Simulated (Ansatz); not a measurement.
Formation energy of the localised charge states of Se on the Zn site (broken-bond start) in zinc-blende ZnSe (start: the Zn site; started 0.95 Å off site, one bond broken; 64-site cell, 2×2×2 shifted sampling) against the Fermi level, Zn-rich (Δμ(Se) = -1.43 eV, Δμ(Zn) = 0.00 eV; only phases computed here count, gases as isolated molecules at 0 K). Computed with PBE, PAW (plane waves to 420 eV; Ansatz, a first-principles code).

Charges with a result: +1, 0, −1. Others weren't obtained, and one of them could lie lower, also by skipping a charge.

Set-up: 64-site cell; 2×2×2 shifted k-points; host gap 1.15 eV; charged states image-corrected; finite-size errors of tenths of an eV; flagged in the runs: a strain field that reaches the edge of the cell.

Left out: charge −1 (level within 0.1 eV of a band edge or past it).

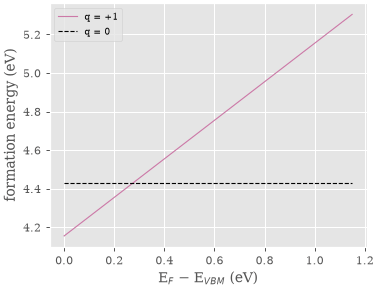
Fig. 1. Formation energy of each charge state against the Fermi level

Crossings of the lowest lines: (+1/0) at 0.28 eV. At the valence-band maximum: q = +1: 4.15 eV; q = 0: 4.43 eV.
